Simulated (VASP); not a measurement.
Band structure of Ni$_{3}$Si (L1_2). Level of theory: PBE GGA with D3 dispersion (Becke-Johnson damping), VASP's PBE PAW potentials (set 64) (plane waves; VASP).

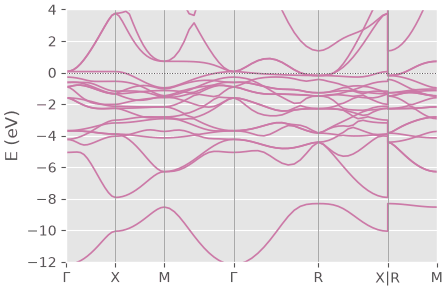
Fig. 1. Bands along high-symmetry lines, zero at the valence-band maximum or, without a gap, the Fermi level

Read the plot: is there a gap, and where are the band edges?

It has no gap at this level: it comes out as a metal or semimetal. (Edges off the drawn lines would not show.)

The compound is Ni3Si in the L1_2 structure. It was relaxed first. The run is not spin-polarised, so no magnetic state was tried.
